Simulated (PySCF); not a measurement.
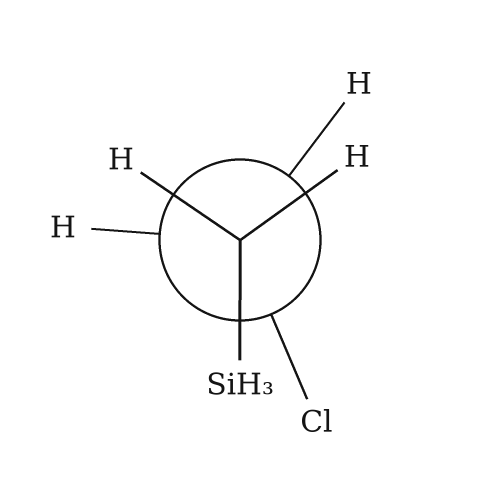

A Newman projection along the Si–Si bond, silicon in front; angles are drawn as computed, but eclipsed bonds slightly apart. Geometry: an image of a reaction path computed with GFN2-xTB, not a minimum.

Question: Which molecule is it?

Answer: ClH7Si3, [SiH3][SiH2][SiH2]Cl

Question: What is the torsion angle from the front SiH3 to the back Cl? The sign is positive where the front bond must turn clockwise to cover the back bond.

Answer: −23°, synperiplanar. The conformation about this bond is eclipsed.
